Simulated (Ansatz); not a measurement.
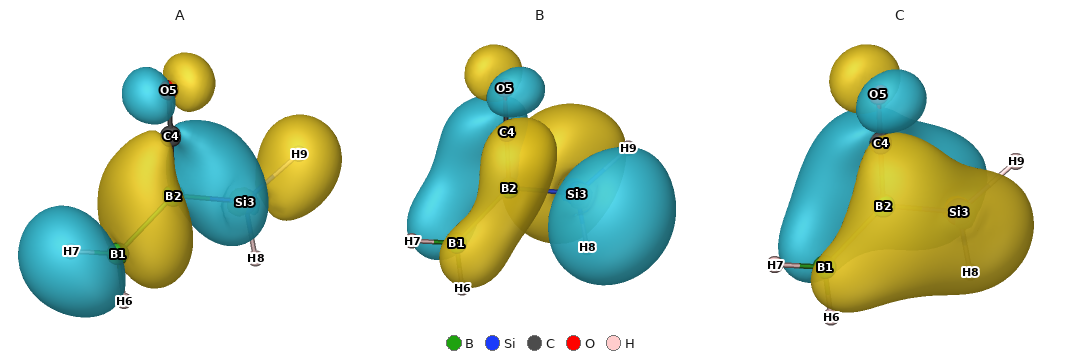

Figure 1: CH$_{4}$B$_{2}$OSi. Three frontier orbitals at ±0.08 Å⁻³ᐟ² (yellow and cyan are the two phases), in no order.

Geometry: PBE0-D4/def2-TZVP.

All numbers below come from Ansatz 0.2.0, RKS PBE0-D4/def2-TZVPP.

```xyz
9

B    -0.9569    0.9560   -0.9429
B     0.2359    0.0687   -0.2242
Si   -0.0827   -0.8736    1.3344
C     1.5981   -0.0473   -0.7379
O     2.6612   -0.1356   -1.1414
H    -2.0488    0.9950   -0.4486
H    -0.7841    1.5751   -1.9542
H    -1.4084   -0.8690    1.9970
H     0.8741   -1.7155    2.1005
```

Which picture is the HOMO−1, the HOMO and the LUMO?

A is the HOMO−1 (−8.29 eV). Its weight (Hirshfeld) is mainly on B1 (about 25 %), B2 (about 25 %), Si3 (about 15 %) and H7 (about 15 %); it is symmetric in the molecular plane (an in-plane orbital: σ, lone-pair or in-plane π type). C is the HOMO (−6.77 eV). Its weight (Hirshfeld) is mainly on B2 (about 35 %), Si3 (about 30 %), C4 (about 15 %), B1 (about 10 %) and O5 (about 10 %); it changes sign across the molecular plane (π type); π-bonding across B1–B2, B2–Si3 and B2–C4; π-antibonding (a node) across C4–O5. B is the LUMO (−2.76 eV). It lies mainly on Si3 (about 55 %), C4 (about 10 %), B2 (about 10 %), B1 (about 10 %) and O5 (about 5 %); it changes sign across the molecular plane (π type); π-bonding across B1–B2 and B2–C4.

What is the HOMO–LUMO gap?

4.01 eV between the orbital energies.
